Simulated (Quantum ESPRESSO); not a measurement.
# The states of the two spins in MnS

Aim: the densities of states of MnS in the lowest state of several starts.

Method: PBEsol with U = 4 eV on Mn d (ortho-atomic projectors); plane waves with GBRV 1.5 PBEsol potentials, no spin-orbit coupling, in Quantum ESPRESSO 7.5.

The database entry behind the starting cell differs from later determinations by our own check (an axis about 0.2 % short against later determinations), so it need not match the best structure at ambient conditions.

## (1) The starting structure

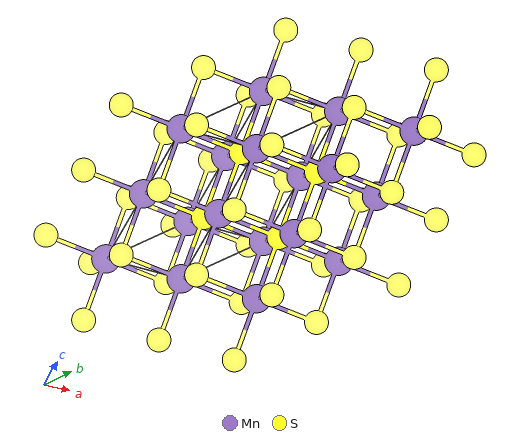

The starting structure, seen from a free direction (manganese light purple, sulfur yellow). 2×1×1 cells are drawn. Some periodic images of atoms are drawn too.

The cell comes from the Crystallography Open Database.

## (2) The magnetic state

This state came out lowest in a comparison of starts that is told elsewhere.

The input, pw.in:

```
&CONTROL
  calculation = 'scf'
  prefix = 'pwscf'
  outdir = './tmp'
  pseudo_dir = './pseudo'
  disk_io = 'low'
/
&SYSTEM
  ibrav = 0
  celldm(1) = 8
  nat = 4
  ntyp = 3
  ecutwfc = 40
  ecutrho = 280
  nbnd = 34
  occupations = 'smearing'
  smearing = 'fd'
  degauss = 0.00367493
  nspin = 2
  starting_magnetization(1) = 0.3
  starting_magnetization(2) = -0.3
  starting_magnetization(3) = 0
/
&ELECTRONS
  conv_thr = 8d-09
  electron_maxstep = 150
  mixing_beta = 0.3
/
ATOMIC_SPECIES
Mn1    54.9380 mn_pbesol_v1.5.uspp.F.UPF
Mn2    54.9380 mn_pbesol_v1.5.uspp.F.UPF
S      32.0600 s_pbesol_v1.4.uspp.F.UPF
CELL_PARAMETERS alat
   0.0000000000000    0.6152239614485    0.6152239614485
   0.6152239614485    0.0000000000000    0.6152239614485
   1.2304479228970    1.2304479228970    0.0000000000000
ATOMIC_POSITIONS crystal
Mn1     0.0000000000    0.0000000000    0.0000000000
Mn2     0.0000000000    0.0000000000    0.5000000000
S       0.5000000000    0.5000000000    0.2500000000
S       0.5000000000    0.5000000000    0.7500000000
K_POINTS automatic
6 6 3 0 0 0
HUBBARD {ortho-atomic}
U Mn1-3d 4.0000
U Mn2-3d 4.0000
```

Started as:

```console
$ OMP_NUM_THREADS=1 mpirun -n 4 pw.x -nk 4 -in pw.in > pw.out
```

The program printed:

```text
Program PWSCF v.7.5 starts

     Message from routine setup:
     using ibrav=0 with symmetry is DISCOURAGED, use correct ibrav instead

     K-points division:     npool     =       4
     Subspace diagonalization in iterative solution of the eigenvalue problem:

     bravais-lattice index     =            0
     lattice parameter (alat)  =       8.0000  a.u.
     unit-cell volume          =     476.9026 (a.u.)^3
     number of atoms/cell      =            4
     number of atomic types    =            3
     number of electrons       =        42.00
     number of Kohn-Sham states=           34
     kinetic-energy cutoff     =      40.0000  Ry
     charge density cutoff     =     280.0000  Ry
     scf convergence threshold =      8.0E-09
     mixing beta               =       0.3000
     number of iterations used =            8  plain     mixing
     Exchange-correlation= SLA  PW   PSX  PSC
                           (   1   4  10   8   0   0   0)
     Hubbard projectors: ortho-atomic
     Hubbard parameters of DFT+U (Dudarev formulation) in eV:
     U(Mn1-3d) =  4.0000
     U(Mn2-3d) =  4.0000

     Internal variables: lda_plus_u =T, lda_plus_u_kind = 0

     Internal variables: orbital_resolved =F, hub_pot_fix =F, apply_U = F

     celldm(1)=   8.000000  celldm(2)=   0.000000  celldm(3)=   0.000000
     celldm(4)=   0.000000  celldm(5)=   0.000000  celldm(6)=   0.000000

     crystal axes: (cart. coord. in units of alat)
               a(1) = (   0.000000   0.615224   0.615224 )
               a(2) = (   0.615224   0.000000   0.615224 )
               a(3) = (   1.230448   1.230448   0.000000 )

     reciprocal axes: (cart. coord. in units 2 pi/alat)
               b(1) = ( -0.812712  0.812712  0.812712 )
               b(2) = (  0.812712 -0.812712  0.812712 )
               b(3) = (  0.406356  0.406356 -0.406356 )

     PseudoPot. # 1 for Mn read from file:
     mn_pbesol_v1.5.uspp.F.UPF
     Pseudo is Ultrasoft + core correction, Zval = 15.0

     PseudoPot. # 2 for Mn read from file:
     mn_pbesol_v1.5.uspp.F.UPF
     Pseudo is Ultrasoft + core correction, Zval = 15.0

     PseudoPot. # 3 for S  read from file:
     s_pbesol_v1.4.uspp.F.UPF
     Pseudo is Ultrasoft + core correction, Zval =  6.0

     atomic species   valence    mass     pseudopotential
     Mn1              15.00    54.93800     Mn( 1.00)
     Mn2              15.00    54.93800     Mn( 1.00)
     S                 6.00    32.06000     S ( 1.00)

     Starting magnetic structure
     atomic species   magnetization
     Mn1             0.300
     Mn2            -0.300
     S               0.000

     12 Sym. Ops., with inversion, found

   Cartesian axes

     site n.     atom                  positions (alat units)
         1        Mn1    tau(   1) = (   0.0000000   0.0000000   0.0000000  )
         2        Mn2    tau(   2) = (   0.6152240   0.6152240   0.0000000  )
         3        S      tau(   3) = (   0.6152240   0.6152240   0.6152240  )
         4        S      tau(   4) = (   1.2304479   1.2304479   0.6152240  )

     number of k points=    16  Fermi-Dirac smearing, width (Ry)=  0.0037
                       cart. coord. in units 2pi/alat
        k(    1) = (   0.0000000   0.0000000   0.0000000), wk =   0.0092593
        k(    2) = (   0.1354520   0.1354520  -0.1354520), wk =   0.0185185
        k(    3) = (   0.1354520  -0.1354520   0.1354520), wk =   0.0555556
        k(    4) = (   0.2709041  -0.0000000   0.0000000), wk =   0.0555556
        k(    5) = (  -0.0000000  -0.2709041   0.2709041), wk =   0.0555556
        [... 11 further k-points ...]

     Dense  grid:    37771 G-vectors     FFT dimensions: (  40,  40,  75)

     Smooth grid:    16185 G-vectors     FFT dimensions: (  30,  30,  60)

     Check: negative core charge=   -0.000037
     Generating pointlists ...
     new r_m :   0.2538 (alat units)  2.0302 (a.u.) for type    1
     new r_m :   0.2538 (alat units)  2.0302 (a.u.) for type    2
     new r_m :   0.2538 (alat units)  2.0302 (a.u.) for type    3

     Initial potential from superposition of free atoms

     starting charge      40.9998, renormalised to      42.0000

     STARTING HUBBARD OCCUPATIONS:

     =================== HUBBARD OCCUPATIONS ===================
     ------------------------ ATOM    1 ------------------------
     Tr[ns(  1)] (up, down, total) =   5.00000  0.00000  5.00000
     Atomic magnetic moment for atom   1 =   5.00000
     [... lines left out ...]
     ------------------------ ATOM    2 ------------------------
     Tr[ns(  2)] (up, down, total) =   0.00000  5.00000  5.00000
     Atomic magnetic moment for atom   2 =  -5.00000
     [... lines left out ...]
     Number of occupied Hubbard levels =   10.0000

     Atomic wfc used for Hubbard projectors are orthogonalized

     Starting wfcs are   34 randomized atomic wfcs

     Self-consistent Calculation

     iteration #  1     ecut=    40.00 Ry     beta= 0.30
     Davidson diagonalization with overlap
     ethr =  1.00E-02,  avg # of iterations =  4.8

     =================== HUBBARD OCCUPATIONS ===================
     ------------------------ ATOM    1 ------------------------
     Tr[ns(  1)] (up, down, total) =   4.84783  0.16554  5.01337
     Atomic magnetic moment for atom   1 =   4.68229
     [... lines left out ...]
     ------------------------ ATOM    2 ------------------------
     Tr[ns(  2)] (up, down, total) =   0.16556  4.84804  5.01360
     Atomic magnetic moment for atom   2 =  -4.68248
     [... lines left out ...]
     Number of occupied Hubbard levels =   10.0270

     total energy              =    -470.00452890 Ry
     estimated scf accuracy    <       0.99051918 Ry

     total magnetization       =    -0.00 Bohr mag/cell
     absolute magnetization    =     9.36 Bohr mag/cell

     iteration #  2     ecut=    40.00 Ry     beta= 0.30
     Davidson diagonalization with overlap
     ethr =  2.36E-03,  avg # of iterations =  2.0

     total energy              =    -470.18070111 Ry
     estimated scf accuracy    <       0.04232593 Ry

     total magnetization       =     0.00 Bohr mag/cell
     absolute magnetization    =     9.45 Bohr mag/cell

     [... further iterations left out ...]

     iteration # 11     ecut=    40.00 Ry     beta= 0.30
     Davidson diagonalization with overlap
     ethr =  6.98E-10,  avg # of iterations =  3.1

     negative rho (up, down):  1.857E-04 4.520E-04

     total energy              =    -470.19822056 Ry
     estimated scf accuracy    <       0.00000002 Ry

     total magnetization       =     0.00 Bohr mag/cell
     absolute magnetization    =     9.46 Bohr mag/cell

     iteration # 12     ecut=    40.00 Ry     beta= 0.30
     Davidson diagonalization with overlap
     ethr =  5.43E-11,  avg # of iterations =  3.4

     negative rho (up, down):  1.856E-04 4.519E-04

     Magnetic moment per site  (integrated on atomic sphere of radius R)
     atom   1 (R=0.254)  charge= 13.1510  magn=  4.4172
     atom   2 (R=0.254)  charge= 13.1511  magn= -4.4171
     atom   3 (R=0.254)  charge=  4.6909  magn=  0.0000
     atom   4 (R=0.254)  charge=  4.6909  magn=  0.0000

     End of self-consistent calculation

     =================== HUBBARD OCCUPATIONS ===================
     ------------------------ ATOM    1 ------------------------
     Tr[ns(  1)] (up, down, total) =   4.96460  0.30372  5.26832
     Atomic magnetic moment for atom   1 =   4.66087
     [... lines left out ...]
     ------------------------ ATOM    2 ------------------------
     Tr[ns(  2)] (up, down, total) =   0.30372  4.96460  5.26832
     Atomic magnetic moment for atom   2 =  -4.66087
     [... lines left out ...]
     Number of occupied Hubbard levels =   10.5366

     [... lines left out ...]
     the Fermi energy is    10.3635 ev

!    total energy              =    -470.19822058 Ry
     estimated scf accuracy    <          4.4E-10 Ry
     smearing contrib. (-TS)   =      -0.00000000 Ry
     internal energy E=F+TS    =    -470.19822058 Ry

     The total energy is F=E-TS. E is the sum of the following terms:
     one-electron contribution =    -265.16279084 Ry
     hartree contribution      =     147.61611248 Ry
     xc contribution           =     -69.75600578 Ry
     ewald contribution        =    -282.98656422 Ry
     Hubbard energy            =       0.09102779 Ry

     total magnetization       =     0.00 Bohr mag/cell
     absolute magnetization    =     9.46 Bohr mag/cell

     convergence has been achieved in  12 iterations

=------------------------------------------------------------------------------=
   JOB DONE.
=------------------------------------------------------------------------------=
```

Run time: 16 s. Hardware: 4 MPI ranks of Arm Neoverse V2, shared host; peak memory 0.45 GiB; 62 s of CPU time.

Spin moment in the atom's sphere by atom:

```tsv
atom	spin moment in the atom's sphere (μB)
Mn1	4.42
Mn2	-4.42
S3	0.00
S4	0.00
```

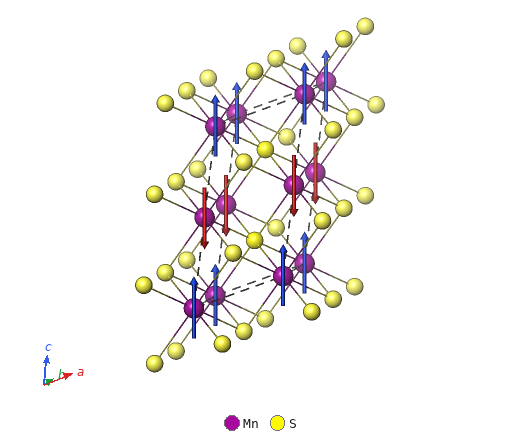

Spin moment in the atom's sphere as arrows, the longest 4.42 μB. Up and down stand for the sign. Arrows give size and sign along the axis of quantisation, drawn up and down the page. The two directions have two colours. Some periodic images of atoms are drawn too.

Read from the output:

* smearing term TS: 4.09e-11 eV
* magnetization: 0 μB
* absolute magnetization: 9.457 μB
* final state: antiferromagnetic

## (3) Projected density of states

The input, projwfc.in:

```
&PROJWFC
  prefix = 'pwscf'
  outdir = './tmp'
  filpdos = 'pdos'
  ngauss = 0
  degauss = 0.01
  DeltaE = 0.05
  Emin = 1.36
  Emax = 15.36
/
```

Started as:

```console
$ OMP_NUM_THREADS=1 mpirun -n 4 projwfc.x -nk 4 -in projwfc.in > projwfc.out
```

The program printed:

```text
[banner, memory and clock lines left out]
Program PROJWFC v.7.5 starts

     [... lines left out ...]
     IMPORTANT: XC functional enforced from input :
     Exchange-correlation= PBESOL
                           (   1   4  10   8   0   0   0)
     Any further DFT definition will be discarded
     Please, verify this is what you really want

     G-vector sticks info

     Check: negative core charge=   -0.000037

     negative rho (up, down):  1.856E-04 4.519E-04

     Gaussian broadening (read from input): ngauss,degauss=   0    0.010000

     Calling projwave ....

  Problem Sizes
  natomwfc =           34
  nbnd     =           34
  nkstot   =           32
  npwx     =         2052
  nkb      =           72

     Atomic states used for projection
     (read from pseudopotential files):

     state #   1: atom   1 (Mn1), wfc  1 (l=0 m= 1)
     state #   2: atom   1 (Mn1), wfc  2 (l=1 m= 1)
     state #   3: atom   1 (Mn1), wfc  2 (l=1 m= 2)
     state #   4: atom   1 (Mn1), wfc  2 (l=1 m= 3)
     state #   5: atom   1 (Mn1), wfc  3 (l=0 m= 1)
     state #   6: atom   1 (Mn1), wfc  4 (l=2 m= 1)
     state #   7: atom   1 (Mn1), wfc  4 (l=2 m= 2)
     state #   8: atom   1 (Mn1), wfc  4 (l=2 m= 3)
     state #   9: atom   1 (Mn1), wfc  4 (l=2 m= 4)
     state #  10: atom   1 (Mn1), wfc  4 (l=2 m= 5)
     state #  11: atom   1 (Mn1), wfc  5 (l=1 m= 1)
     state #  12: atom   1 (Mn1), wfc  5 (l=1 m= 2)
     state #  13: atom   1 (Mn1), wfc  5 (l=1 m= 3)
     state #  14: atom   2 (Mn2), wfc  1 (l=0 m= 1)
     state #  15: atom   2 (Mn2), wfc  2 (l=1 m= 1)
     state #  16: atom   2 (Mn2), wfc  2 (l=1 m= 2)
     state #  17: atom   2 (Mn2), wfc  2 (l=1 m= 3)
     state #  18: atom   2 (Mn2), wfc  3 (l=0 m= 1)
     state #  19: atom   2 (Mn2), wfc  4 (l=2 m= 1)
     state #  20: atom   2 (Mn2), wfc  4 (l=2 m= 2)
     state #  21: atom   2 (Mn2), wfc  4 (l=2 m= 3)
     state #  22: atom   2 (Mn2), wfc  4 (l=2 m= 4)
     state #  23: atom   2 (Mn2), wfc  4 (l=2 m= 5)
     state #  24: atom   2 (Mn2), wfc  5 (l=1 m= 1)
     state #  25: atom   2 (Mn2), wfc  5 (l=1 m= 2)
     state #  26: atom   2 (Mn2), wfc  5 (l=1 m= 3)
     state #  27: atom   3 (S  ), wfc  1 (l=0 m= 1)
     state #  28: atom   3 (S  ), wfc  2 (l=1 m= 1)
     state #  29: atom   3 (S  ), wfc  2 (l=1 m= 2)
     state #  30: atom   3 (S  ), wfc  2 (l=1 m= 3)
     state #  31: atom   4 (S  ), wfc  1 (l=0 m= 1)
     state #  32: atom   4 (S  ), wfc  2 (l=1 m= 1)
     state #  33: atom   4 (S  ), wfc  2 (l=1 m= 2)
     state #  34: atom   4 (S  ), wfc  2 (l=1 m= 3)

 [... projections of the bands left out ...]

Lowdin Charges:

     Atom #   1: total charge =  14.9317, s =  2.4740, p =  7.1894, d =  5.2683,
                 spin up      =   9.8330, s =  1.2570,
                 spin up      =   9.8330, p =  3.6114, pz=  1.2038, px=  1.2038, py=  1.2038,
                 spin up      =   9.8330, d =  4.9646, dz2=  0.9894, dxz=  0.9953, dyz=  0.9953, dx2-y2=  0.9894, dxy=  0.9953,
                 spin down    =   5.0988, s =  1.2170,
                 spin down    =   5.0988, p =  3.5780, pz=  1.1927, px=  1.1927, py=  1.1927,
                 spin down    =   5.0988, d =  0.3037, dz2=  0.1175, dxz=  0.0229, dyz=  0.0229, dx2-y2=  0.1175, dxy=  0.0229,
                 polarization =   4.7342, s =  0.0400, p =  0.0334, d =  4.6609,
     Atom #   2: total charge =  14.9317, s =  2.4740, p =  7.1894, d =  5.2683,
                 spin up      =   5.0988, s =  1.2170,
                 spin up      =   5.0988, p =  3.5780, pz=  1.1927, px=  1.1927, py=  1.1927,
                 spin up      =   5.0988, d =  0.3037, dz2=  0.1175, dxz=  0.0229, dyz=  0.0229, dx2-y2=  0.1175, dxy=  0.0229,
                 spin down    =   9.8330, s =  1.2570,
                 spin down    =   9.8330, p =  3.6114, pz=  1.2038, px=  1.2038, py=  1.2038,
                 spin down    =   9.8330, d =  4.9646, dz2=  0.9894, dxz=  0.9953, dyz=  0.9953, dx2-y2=  0.9894, dxy=  0.9953,
                 polarization =  -4.7342, s = -0.0399, p = -0.0334, d = -4.6609,
     Atom #   3: total charge =   6.0363, s =  1.5320, p =  4.5044, d =  0.0000,
                 spin up      =   3.0182, s =  0.7660,
                 spin up      =   3.0182, p =  2.2522, pz=  0.7507, px=  0.7507, py=  0.7507,
                 spin up      =   3.0182, d =  0.0000, dz2=  0.0000, dxz=  0.0000, dyz=  0.0000, dx2-y2=  0.0000, dxy=  0.0000,
                 spin down    =   3.0182, s =  0.7660,
                 spin down    =   3.0182, p =  2.2522, pz=  0.7507, px=  0.7507, py=  0.7507,
                 spin down    =   3.0182, d =  0.0000, dz2=  0.0000, dxz=  0.0000, dyz=  0.0000, dx2-y2=  0.0000, dxy=  0.0000,
                 polarization =  -0.0000, s = -0.0000, p = -0.0000, d =  0.0000,
     Atom #   4: total charge =   6.0363, s =  1.5320, p =  4.5044, d =  0.0000,
                 spin up      =   3.0182, s =  0.7660,
                 spin up      =   3.0182, p =  2.2522, pz=  0.7507, px=  0.7507, py=  0.7507,
                 spin up      =   3.0182, d =  0.0000, dz2=  0.0000, dxz=  0.0000, dyz=  0.0000, dx2-y2=  0.0000, dxy=  0.0000,
                 spin down    =   3.0182, s =  0.7660,
                 spin down    =   3.0182, p =  2.2522, pz=  0.7507, px=  0.7507, py=  0.7507,
                 spin down    =   3.0182, d =  0.0000, dz2=  0.0000, dxz=  0.0000, dyz=  0.0000, dx2-y2=  0.0000, dxy=  0.0000,
                 polarization =  -0.0000, s = -0.0000, p = -0.0000, d =  0.0000,
     Spilling Parameter:   0.0015
```

Wall time 1.5 s (4 MPI ranks); peak memory 0.08 GiB; 5.8 s of CPU time.

The density of states has structure finer than the step of the table below, so its rows give means over 1 eV, whole bins alone (the curve runs from -9.00 to 5.05 eV). Peaks (eV: height): up -6.2: 5.57, -5.7: 4.81, -5.0: 3.1, 2.7: 4.36; down -6.2: 5.57, -5.7: 4.81, -5.0: 3.1, 2.7: 4.36; Mn1 d up = Mn2 d down -6.2: 4.12, -5.7: 3.81, -5.0: 1.53; Mn1 d down 1.9: 1.53, 3.1: 3.74; Mn2 d up 1.9: 1.53, 3.1: 3.74.

Gaussian broadening of 0.136 eV on the SCF mesh. Density of states against energy, zero at the Fermi level; means over each step; values in states/eV/cell:

```tsv
energy (eV)	up	down	Mn1 d up = Mn2 d down	Mn1 d down	Mn2 d up	S3 p up = S3 p down
-8	1.1e-4	1.1e-4	3.2e-5	0	0	2.5e-5
-7	0.893	0.893	0.430	0.00494	0.00494	0.159
-6	3.80	3.80	2.82	0.0217	0.0217	0.346
-5	1.80	1.80	1.00	0.0306	0.0306	0.254
-4	1.28	1.28	0.247	0.0404	0.0404	0.364
-3	1.27	1.27	0.116	0.0658	0.0658	0.447
-2	1.63	1.63	0.257	0.104	0.104	0.545
-1	0.333	0.333	0.0440	0.0199	0.0199	0.126
0	0	0	0	0	0	0
1	0.0420	0.0420	1.7e-4	0.0107	0.0107	2.5e-4
2	2.01	2.01	0.00543	1.35	1.35	0.0260
3	3.28	3.28	0.00670	2.65	2.65	0.0859
4	1.14	1.14	0.00272	0.245	0.245	0.0476
```

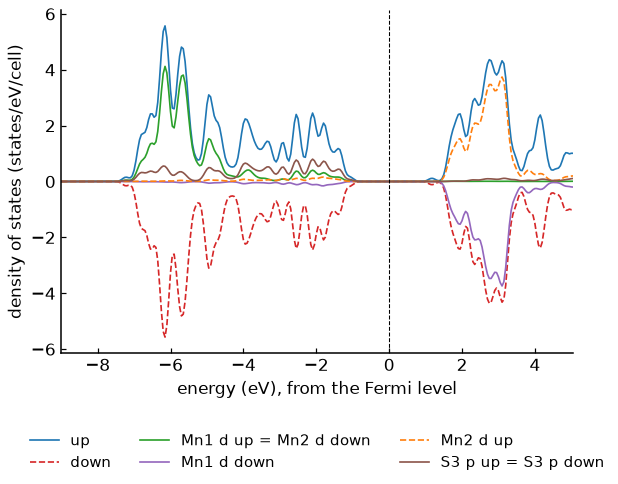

Density of states against energy. Down spins are drawn negative.

## (4) Summary of results

| Property | Result |
| --- | --- |
| state | antiferromagnetic |
| largest moment in a sphere | 4.42 μB |

The most distinct maxima of the density of states (up) lie at -6.15, -5.70, -4.95, -2.10 and 2.75 eV, the highest at -6.15 eV. These are Kohn–Sham states without spin–orbit coupling, on the mesh of the self-consistent run. The moments are opposed on like sites, so the totals of the two spins are equal and the projections on single atoms show the splitting.

[Logs and program files are shortened in this print: banners, set-up blocks, solver, clock and traceback lines can be left out without a mark of their own.]

[Logs are printed without paths, hosts, clocks, repeated set-up lines and the standing remarks that a program may print on its own settings, such as how far it seeks lower states.]

[Hosts, paths, dates, database ids (printed as entryN), source tags and the programs' standing remarks are cut or masked in the printed files.]

[Where a cell is said to come from a database of computed structures, the database is the Materials Project.]
